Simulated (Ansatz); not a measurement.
## Electronic structure of BH₆SSi (SMILES B[SH+][SiH3]) (charge +1) in real space

Input

```
basis:
  gaussian: {orbitals: def2-TZVPD}
crystal:
  periodic: [false, false, false]
  atoms:
    - {symbol: B, position_ang: [-0.530615, -2.198061, -1.307631]}
    - {symbol: S, position_ang: [0.091864, -1.645189, 0.345829]}
    - {symbol: Si, position_ang: [0.326569, 0.658662, 0.346656]}
    - {symbol: H, position_ang: [0.070830, -1.731056, -2.241464]}
    - {symbol: H, position_ang: [-1.007175, 1.178463, -0.070664]}
    - {symbol: H, position_ang: [-1.414183, -3.014885, -1.307366]}
    - {symbol: H, position_ang: [-0.944022, -1.909290, 1.201191]}
    - {symbol: H, position_ang: [1.419778, 0.767140, -0.661024]}
    - {symbol: H, position_ang: [0.703871, 0.885017, 1.770864]}
hamiltonian: {xc: pbe0}
output: {forces: true, orbitals: {seedname: orbitals}}
total_charge: 1
```

Command:

```sh
ansatz run input.yaml --threads 1 --pin off --max-ram 2610MiB --events-out events.jsonl --progress --plain --runs-dir runs
```

Geometry: PBE-D3(BJ)/def2-SVP.

Method: isolated molecule in a Gaussian basis; Kohn-Sham density functional theory, functional PBE0 (Ansatz 0.2.0).

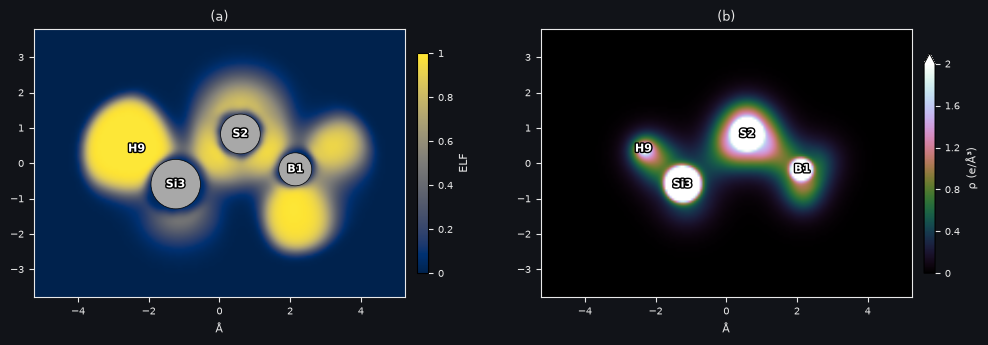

Figure 1. (a) electron localisation function; (b) total electron density on the plane of atoms S2, Si3 and H9. Grey discs cover the atomic cores in the ELF map.

> Interpret the plot.

Atoms in the plane: B, S, Si and H. B–S (1.85 Å): the density is about 1.2 e/Å³ at the midpoint; the ELF peaks at about 0.95 between the atoms, as expected for localised, covalent bonding. Si–S (2.32 Å): ρ at the midpoint is about 0.6 e/Å³, with its minimum of 0.46 e/Å³ about 0.8 Å from Si; the ELF peaks at about 0.95 between the atoms (a shared electron pair). Si–H (1.49 Å): the density is about 0.83 e/Å³ at the midpoint; the ELF climbs to about 1 towards the hydrogen, as it does in any bond to H.

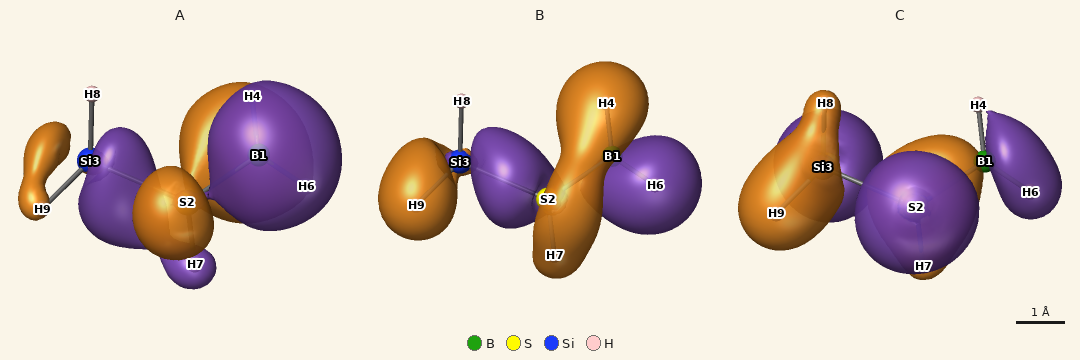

Figure 2. Three frontier orbitals at ±0.08 Å⁻³ᐟ² (orange and purple are the two phases), in no order.

> Order the three orbitals by energy and name them.

B is the HOMO−1 (−15.29 eV). It lies mainly on B1 (about 30 %), S2 (about 20 %), H6 (about 20 %), H4 (about 10 %), Si3 (about 10 %) and H9 (about 5 %). C is the HOMO (−14.80 eV). It lies mainly on S2 (about 45 %), Si3 (about 20 %), H5 (about 15 %) and B1 (about 10 %). A is the LUMO (−7.47 eV). By Hirshfeld shares it lies mainly on B1 (about 55 %), S2 (about 20 %) and Si3 (about 10 %).

> What is the HOMO–LUMO gap?

7.33 eV between the orbital energies.

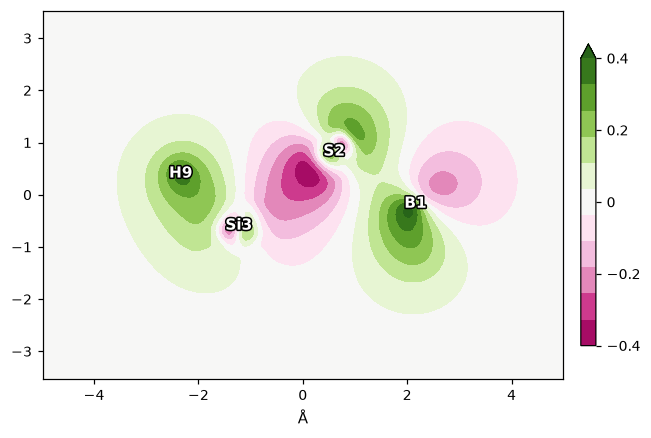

Figure 3. The HOMO−1 on the plane of atoms S2, Si3 and H9 (values in Å⁻³ᐟ²; the overall sign is arbitrary).

> Describe this orbital and give its energy.

By Hirshfeld shares it lies mainly on B1 (about 30 %), S2 (about 20 %), H6 (about 20 %), H4 (about 10 %), Si3 (about 10 %) and H9 (about 5 %). Its energy is −15.29 eV.
